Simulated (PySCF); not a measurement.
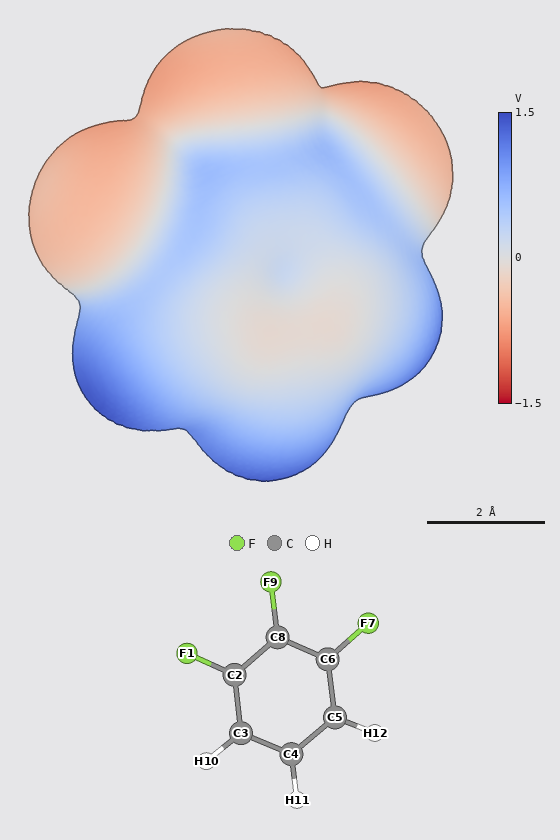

Figure 1: C6H3F3. The molecular electrostatic potential painted on the density surface at 0.002 e/bohr³, seen at a tilt; the colour scale runs from red (negative) to blue (positive). The bare structure is drawn below in the same view.

Geometry: PBE0-D3(BJ)/ma-def2-SVP.

These are results of PySCF 2.14.0, density-fitted response routines, DFT single point, gas phase, functional wB97X, not measurements.

```xyz
12

F    -2.0542    1.7208    0.2192
C    -1.0625    0.8445    0.1085
C    -1.3269   -0.5120   -0.0247
C    -0.2609   -1.4025   -0.1411
C     1.0558   -0.9465   -0.1258
C     1.2978    0.4141    0.0081
F     2.5405    0.8810    0.0230
C     0.2470    1.3232    0.1276
F     0.4862    2.6182    0.2540
H    -2.3645   -0.8486   -0.0356
H    -0.4600   -2.4705   -0.2466
H     1.9041   -1.6264   -0.2165
```

Describe the electrostatic potential map.

Answer. The most negative region (about −0.6 V) lies over F1, F7 and F9, the most positive (about +1.4 V) over H10, H11 and H12.
